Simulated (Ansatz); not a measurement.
**Correcting a cheap level on B-containing radicals**

The atomisation energy (no zero-point term) in kJ/mol of 6 B-containing radicals: x at wB97X-V/def2-TZVPP, y at CCSD(T)/CBS estimate. Shapes, held fixed at every level: PBE0-D4/def2-TZVP. Flexible molecules stand in one conformer, not always the lowest. Programs: Ansatz 0.2.0.

```
            molecule  x (kJ/mol)  y (kJ/mol)
  BN (boron nitride)         444         431
  BH2O (SMILES B[O])        1375        1356
            B(CH3)Cl        2089           ?
          B(CH3)(SH)        2411        2391
B2NH4 (SMILES B[N]B)        2475        2431
CH5BN (SMILES B[N]C)        2841        2808
```

Problem. Fit y = c + s·x to the known rows and predict y for B(CH3)Cl.

Solution. 
1. Means of the 5 rows: x = 1909.20, y = 1883.4.
2. Σ(Δx)² = 3872365, Σ(Δx·Δy) = 3835882, so the slope is 3835882/3872365 = 0.99058.
3. Intercept: 1883.4 − (0.99058) × 1909.20 = -7.8. The largest residual of the fit is 13.
4. B(CH3)Cl: -7.8 + 0.99058 × 2089 = 2062 kJ/mol.

CCSD(T)/CBS estimate gives 2074 kJ/mol, so the prediction is off by -12 kJ/mol, within the largest residual. Uncorrected, wB97X-V/def2-TZVPP misses it by +15 kJ/mol, and the other rows by 26 on average. The line overshoots: the miss goes from +15 to -12. Left out in turn, the other rows are missed by 8 kJ/mol on average, so much of the error is systematic among these molecules. T1 is large for BN (0.042), BH2O (0.040), so single-reference values are less sure there. Spin contamination: BN (⟨S²⟩ up to 2.05), CH5BN (⟨S²⟩ up to 0.78). Open shells run unrestricted. The CBS estimate extrapolates MP2 from def2-TZVPP and def2-QZVPP and adds CCSD(T) − MP2 in the triple-zeta set, cores frozen.

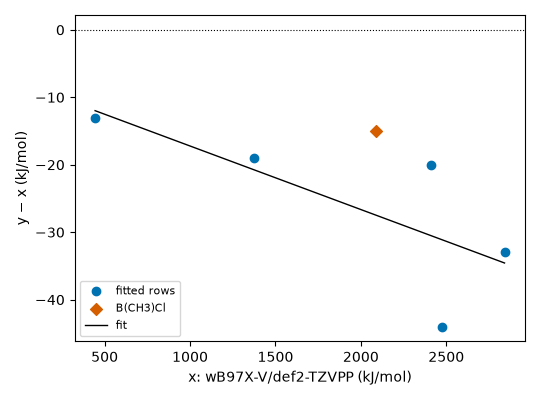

The correction y − x against x, with the fitted line and the withheld molecule.
